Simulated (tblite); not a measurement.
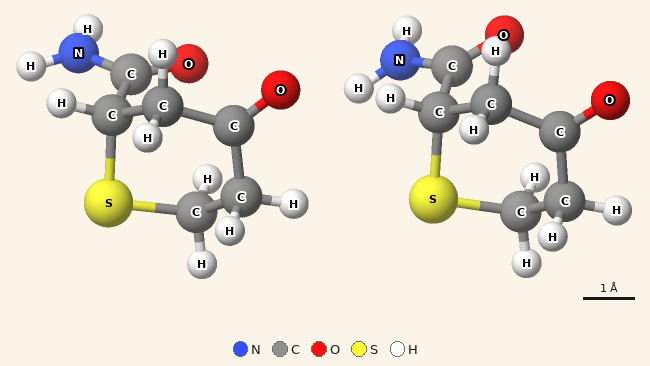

Two geometries of C6H9NO2S, drawn at one scale. One is the start of a relaxation, the other its converged end. Style: ball-and-stick. Shown from a free direction.

These are results of GFN2-xTB geometry optimisation, gas phase in tblite 0.8.0, not measurements. 

### Which of the two is the end point?

The left one is the relaxed one. After 111 geometry steps the energy has fallen by 4.17 kcal/mol. The atom that moves furthest after the best rigid fit is an O atom (0.63 Å). Largest moves by element: O 0.63 Å, H 0.51 Å, N 0.19 Å, C 0.19 Å, S 0.08 Å. Near-neighbour distances that change, for instance: C–O 1.230 → 1.201 Å, C–N 1.376 → 1.350 Å, C–C 1.498 → 1.518 Å, C–H 1.108 → 1.093 Å. Bond angles that change, for instance: C–C–H 106.6° → 111.4°, N–C–O 119.0° → 123.1°, C–C–C 118.6° → 115.0°. Groups turn about C–C by about 20°.
